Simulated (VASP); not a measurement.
Band structure of P (black). Computed with MS2 meta-GGA, VASP's PBE PAW potentials (set 64) (plane waves; VASP 6.6.1).

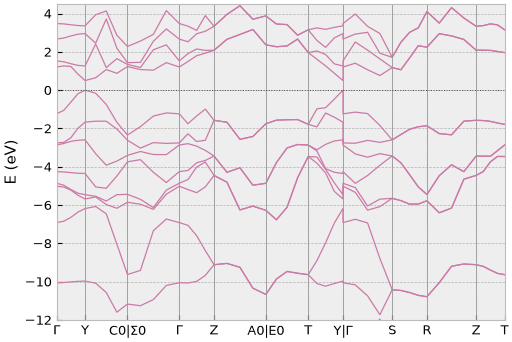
Figure: Bands along high-symmetry lines, zero at the valence-band maximum or, without a gap, the Fermi level

Problem. Read the plot: is there a gap, and where are the band edges?

Solution. The gap is direct, 0.50 eV, from the valence maximum at Y to the conduction minimum at Y.

Measured: gap 0.35 eV (computed value off by +0.15 eV), as given by Das et al., (2018), arXiv:1807.05623.

The compound is P in the black structure. It was relaxed first, which changed the volume by +6 %.
